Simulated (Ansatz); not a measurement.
The reference is Ge in the diamond structure (space group Fd-3m, No. 227; a = 5.673 Å). Axes: x, y, z lie along the cube axes.

The change: the cell is compressed by 3.65 % along y with no lateral relaxation, atoms relaxed at fixed cell.

The values are results of r2SCAN in Ansatz (plane waves to 500 eV, PAW, no SOC), earlier PAW set, not measurements.

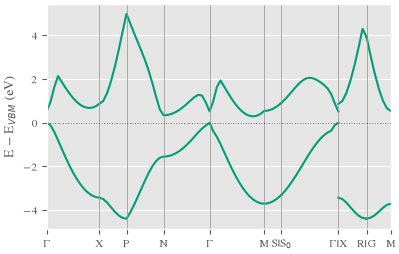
*Highest valence and lowest conduction band along the path of the changed cell's own zone*

From the figure, how large is the changed gap, and is it direct?

About 0.3 eV, indirect, Γ → Γ–M (80 % along).

The cells carry an imposed strain or load. No phonon test of stability was made. The real Ge has an indirect gap at ambient pressure; r2SCAN orders its close-lying valleys differently. Labels are those of the standard path for the cell's own space group.

Ansatz is an electronic-structure program.
